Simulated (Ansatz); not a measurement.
# doublet CH5FOSi+: levels of theory compared

We compute a comparison of 6 runs (U-revPBE/def2-SVP, U-wB97M-V/def2-SVP, UB2PLYP/def2-SVP, UHSE06/def2-SVP, UPBE/def2-SVP, RPA@PBE/def2-SVP) of doublet CH5FOSi+. 

The calculation is run with Ansatz 0.2.0.

128 further runs of the same task are left out: 128 set aside as unsound or not needed. Runs told in other sessions of the task aren't counted.

## 1. The molecule

CH5FOSi+: 9 atoms, total charge +1, spin state doublet. As SMILES of the parent species, `CO[SiH2]F`. The coordinates come from a PBE0-D4/def2-TZVP relaxation. This is one conformer, not always the lowest. That shape belongs to the parent species and isn't relaxed for this state.

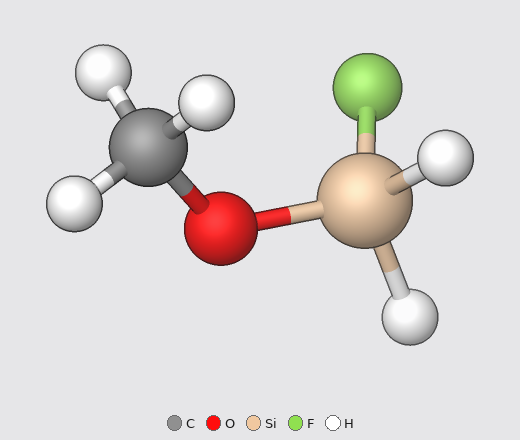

The structure, seen from a chosen angle (carbon grey, oxygen red, silicon light orange, fluorine green, hydrogen white).

## 2. A single-point energy at U-revPBE/def2-SVP (run 1)

Contents of input.yaml:

```yaml
crystal:
  periodic: [false, false, false]
  atoms:
    - {symbol: C, position_ang: [-0.280200, 1.150700, -0.688400]}
    - {symbol: O, position_ang: [-0.743600, -0.064200, -0.138000]}
    - {symbol: Si, position_ang: [0.168900, -1.127700, 0.679900]}
    - {symbol: F, position_ang: [1.202000, -1.865200, -0.290100]}
    - {symbol: H, position_ang: [0.189600, 0.979000, -1.660800]}
    - {symbol: H, position_ang: [-1.135900, 1.813600, -0.823000]}
    - {symbol: H, position_ang: [0.443400, 1.643500, -0.029000]}
    - {symbol: H, position_ang: [-0.748200, -2.141700, 1.231900]}
    - {symbol: H, position_ang: [0.992400, -0.434200, 1.700300]}
basis:
  gaussian:
    orbitals: def2-SVP
total_charge: 1
magnetization:
  spin_polarized: true
  initial_magnetization: 1
hamiltonian:
  xc: {name: revPBE}
accuracy: high
output: {orbitals: {seedname: orbitals}}
```

On the command line:

```sh
$ ansatz run input.yaml --threads 1 --pin off --max-ram 3480MiB --events-out events.jsonl --progress --plain --runs-dir runs
```

The program printed:

```text
Warning: RAYON_NUM_THREADS=1 ignored (pool sized by the plan → 1); use --threads N
Functional definition: revPBE
  name "revPBE"
  parameter kappa = 1.245
  parameter beta = 0.06672455060314922
  exchange = pbe_x(kappa = kappa, mu = beta*pi^2/3)
  correlation = pbe_c(beta = beta)
1923 factors; integrals over basis functions are off by at most 3.8e-9 eV
mean field evaluation 1: about -13722.1323 eV, gradient 6.7e1 eV
mean field evaluation 2: about -13574.6575 eV, gradient 1.8e2 eV
mean field evaluation 4: about -13732.8845 eV, gradient 4.3e1 eV
mean field evaluation 8: about -13740.6695 eV, gradient 4.8e0 eV
mean field evaluation 16: about -13740.8725 eV, gradient 6.1e-3 eV
mean field evaluation 32: about -13740.5091 eV, gradient 5.2e0 eV
mean field evaluation 64: about -13740.7009 eV, gradient 2.1e-1 eV
mean field -13740.87253003 eV, -504.9677515807 hartree, gradient 5.3e-8 eV, S^2 0.752683; 5 other end points of the search recorded, 0 dependent functions left out
reference -13740.87253427 eV, -504.9677517367 hartree; 21, 20 occupied and 64, 65 virtual orbitals, 1923 factors
Total energy: -13740.87253427 eV, -504.9677517367 hartree
```

Wall time 22 s (1 thread of Arm Neoverse V2, shared host); peak memory 0.27 GiB.

## 3. The energy at U-wB97M-V/def2-SVP (run 2)

Changes to input.yaml since step 2:

```diff
@@ -13,10 +13,6 @@
 basis:
-  gaussian:
-    orbitals: def2-SVP
+  gaussian: {orbitals: def2-SVP}
 total_charge: 1
-magnetization:
-  spin_polarized: true
-  initial_magnetization: 1
-hamiltonian:
-  xc: {name: revPBE}
+magnetization: {spin_polarized: true, initial_magnetization: 1}
+hamiltonian: {xc: {name: wB97M-V}}
 accuracy: high
```

On the command line:

```sh
$ ansatz run input.yaml --threads 1 --pin off --max-ram 3480MiB --events-out events.jsonl --progress --plain --runs-dir runs
```

The program printed:

```text
Warning: RAYON_NUM_THREADS=1 ignored (pool sized by the plan → 1); use --threads N
Functional definition: wB97M-V
  name "wB97M-V"
  parameter omega = 0.3/bohr
  parameter cx = 0.15
  parameter cx01 = 1.007
  parameter cx10 = 0.259
  parameter css00 = 0.443
  parameter css04 = -1.437
  parameter css10 = -4.535
  parameter css20 = -3.390
  parameter css43 = 4.278
  parameter cos00 = 1.000
  parameter cos10 = 1.358
  parameter cos20 = 2.924
  parameter cos21 = -8.812
  parameter cos60 = -1.390
  parameter cos61 = 9.142
  parameter b = 6.0
  parameter c = 0.01
  gx(w, u) = 1 - cx + cx01*u + cx10*w
  gss(w, u) = css00 + css04*u^4 + css10*w + css20*w^2 + css43*w^4*u^3
  gos(w, u) = cos00 + cos10*w + (cos20 + cos21*u)*w^2 + (cos60 + cos61*u)*w^6
  exchange = spin_sum(e_x_unif_sr(omega)*gx(b97_w, b97_u_x)) + cx*exact_x_sr(omega) + exact_x_lr(omega)
  correlation = spin_sum(e_c_pw_mod_same_spin*gss(b97_w, b97_u_same))
      + integral(e_c_pw_mod_opposite_spin*gos(b97_w_opposite, b97_u_opposite)) + vv10(b, c)
1923 factors; integrals over basis functions are off by at most 3.8e-9 eV
347 factors; integrals over basis functions are off by at most 2.1e-9 eV
mean field evaluation 1: about -13729.2725 eV, gradient 5.4e1 eV
mean field evaluation 2: about -13717.4045 eV, gradient 7.9e1 eV
mean field evaluation 4: about -13740.7407 eV, gradient 7.2e0 eV
mean field evaluation 8: about -13741.0818 eV, gradient 5.9e-1 eV
mean field evaluation 16: about -13741.2441 eV, gradient 1.2e-1 eV
mean field evaluation 32: about -13741.2505 eV, gradient 3.3e-4 eV
mean field evaluation 64: about -13740.4764 eV, gradient 4.3e0 eV
mean field -13741.25045449 eV, -504.9816400485 hartree, gradient 4.9e-8 eV, S^2 0.755977; 4 other end points of the search recorded, 0 dependent functions left out
reference -13741.25045867 eV, -504.9816402019 hartree; 21, 20 occupied and 64, 65 virtual orbitals, 1923 factors
Total energy: -13741.25045867 eV, -504.9816402019 hartree
```

It took 4 min on 1 thread of Arm Neoverse V2, shared host; peak memory 0.97 GiB.

## 4. The energy at UB2PLYP/def2-SVP (run 3)

Contents of input.yaml:

```yaml
crystal:
  periodic: [false, false, false]
  atoms:
    - symbol: C
      position_ang: [-0.280200, 1.150700, -0.688400]
    - symbol: O
      position_ang: [-0.743600, -0.064200, -0.138000]
    - symbol: Si
      position_ang: [0.168900, -1.127700, 0.679900]
    - symbol: F
      position_ang: [1.202000, -1.865200, -0.290100]
    - symbol: H
      position_ang: [0.189600, 0.979000, -1.660800]
    - symbol: H
      position_ang: [-1.135900, 1.813600, -0.823000]
    - symbol: H
      position_ang: [0.443400, 1.643500, -0.029000]
    - symbol: H
      position_ang: [-0.748200, -2.141700, 1.231900]
    - symbol: H
      position_ang: [0.992400, -0.434200, 1.700300]
basis:
  gaussian: {orbitals: def2-SVP}
total_charge: 1
hamiltonian: {xc: {name: B2PLYP}}
correlation: {frozen_orbitals: {C: 1, F: 1, H: 0, O: 1, Si: 5}}
magnetization: {spin_polarized: true, initial_magnetization: 1}
accuracy: high
output: {orbitals: {seedname: orbitals}}
```

On the command line:

```sh
$ ansatz run input.yaml --threads 1 --pin off --max-ram 3480MiB --events-out events.jsonl --progress --plain --runs-dir runs
```

The program printed:

```text
Warning: RAYON_NUM_THREADS=1 ignored (pool sized by the plan → 1); use --threads N
Functional definition: B2PLYP
  name "B2PLYP"
  parameter a = 0.53
  parameter c = 0.27
  exchange = (1 - a)*b88_x + a*exact_x
  correlation = (1 - c)*lyp_c + c*(mp2_os + mp2_ss)
1923 factors; integrals over basis functions are off by at most 3.8e-9 eV
mean field evaluation 1: about -13718.5832 eV, gradient 5.3e1 eV
mean field evaluation 2: about -13718.6537 eV, gradient 5.3e1 eV
mean field evaluation 4: about -13728.8757 eV, gradient 1.2e1 eV
mean field evaluation 8: about -13730.0467 eV, gradient 2.7e0 eV
mean field evaluation 16: about -13730.2704 eV, gradient 3.3e-1 eV
mean field evaluation 32: about -13730.2773 eV, gradient 1.7e-4 eV
mean field evaluation 64: about -13729.8842 eV, gradient 3.5e0 eV
mean field -13730.27726130 eV, -504.5783826368 hartree, gradient 8.0e-8 eV, S^2 0.758957; 4 other end points of the search recorded, 0 dependent functions left out
8 core orbitals not correlated: weight in the atoms' cores, before any rotation towards them, 1.000 or more for the frozen orbitals, at most 0.000 for the correlated occupied ones
reference -13730.27728635 eV, -504.5783835571 hartree; 13, 12 occupied and 64, 65 virtual orbitals, 1923 factors
second order -19.13870640 eV of doubles, -0.00000000 eV of singles
Total energy: -13735.44473708 eV, -504.7682838687 hartree
```

Wall time 37 s (1 thread of Arm Neoverse V2, shared host); peak memory 0.51 GiB.

Runs 4 to 5 aren't shown in full; the table further down has their settings and results.

## 5. The energy at RPA@PBE/def2-SVP (run 6)

Contents of input.yaml:

```yaml
crystal:
  periodic: [false, false, false]
  atoms:
    - {symbol: C, position_ang: [-0.280200, 1.150700, -0.688400]}
    - {symbol: O, position_ang: [-0.743600, -0.064200, -0.138000]}
    - {symbol: Si, position_ang: [0.168900, -1.127700, 0.679900]}
    - {symbol: F, position_ang: [1.202000, -1.865200, -0.290100]}
    - {symbol: H, position_ang: [0.189600, 0.979000, -1.660800]}
    - {symbol: H, position_ang: [-1.135900, 1.813600, -0.823000]}
    - {symbol: H, position_ang: [0.443400, 1.643500, -0.029000]}
    - {symbol: H, position_ang: [-0.748200, -2.141700, 1.231900]}
    - {symbol: H, position_ang: [0.992400, -0.434200, 1.700300]}
basis:
  gaussian:
    orbitals: def2-SVP
total_charge: 1
hamiltonian:
  xc: pbe
correlation:
  method: rpa
  frozen_orbitals: {C: 1, F: 1, H: 0, O: 1, Si: 5}
magnetization:
  spin_polarized: true
  initial_magnetization: 1
accuracy: high
```

On the command line:

```sh
$ ansatz run input.yaml --threads 1 --pin off --max-ram 3480MiB --events-out events.jsonl --progress --plain --runs-dir runs
```

The program printed:

```text
Warning: RAYON_NUM_THREADS=1 ignored (pool sized by the plan → 1); use --threads N
Functional definition: PBE
  name "PBE"
  parameter kappa = 0.804
[... 3 set-up lines as earlier in the session ...]
1923 factors; integrals over basis functions are off by at most 3.8e-9 eV
mean field evaluation 1: about -13714.8009 eV, gradient 6.8e1 eV
mean field evaluation 2: about -13714.7962 eV, gradient 6.8e1 eV
mean field evaluation 4: about -13730.8802 eV, gradient 2.3e1 eV
mean field evaluation 8: about -13733.5293 eV, gradient 8.9e0 eV
mean field evaluation 16: about -13734.0263 eV, gradient 7.4e-2 eV
mean field evaluation 32: about -13734.0263 eV, gradient 5.8e-9 eV
mean field evaluation 64: about -13733.3481 eV, gradient 2.7e0 eV
mean field evaluation 96: about -13711.2062 eV, gradient 4.1e1 eV
mean field -13734.02629796 eV, -504.7161571926 hartree, gradient 5.8e-9 eV, S^2 0.752606; 6 other end points of the search recorded, 0 dependent functions left out
8 core orbitals not correlated: weight in the atoms' cores, before any rotation towards them, 1.000 or more for the frozen orbitals, at most 0.000 for the correlated occupied ones
reference -13697.49786432 eV, -503.3737620161 hartree; 13, 12 occupied and 64, 65 virtual orbitals, 1923 factors
Total energy: -13724.65809719 eV, -504.3718821643 hartree
```

It took 35 s on 1 thread of Arm Neoverse V2, shared host; peak memory 0.42 GiB.

## 6. All runs side by side

```tsv
run	level	frozen core orbitals	energy (Eh)	HOMO energy (eV)	LUMO energy (eV)	⟨S²⟩	wall time
1	U-revPBE/def2-SVP	–	-504.967752	-14.12	-13.90	0.753	22 s
2	U-wB97M-V/def2-SVP	–	-504.981640	-17.49	-11.46	0.756	4 min
3	UB2PLYP/def2-SVP	8	-504.768284	-16.53	-11.81	0.759	37 s
4	UHSE06/def2-SVP	–	-504.724159	-15.05	-13.77	0.757	27 s
5	UPBE/def2-SVP	–	-504.716157	-14.13	-13.93	0.753	21 s
6	RPA@PBE/def2-SVP	8	-504.371882	–	–	0.753	35 s
```

## 7. Results

| quantity | value |
| --- | --- |
| run 6: total energy | -504.37188 Eh |
| run 6: RPA correlation energy (valence) | -998.1 mEh |
| run 6: ⟨S²⟩ of the reference determinant | 0.753 |

What this shows: Totals of different functionals can't be ranked against each other. All runs together took 6.3 min, the longest 4 min.
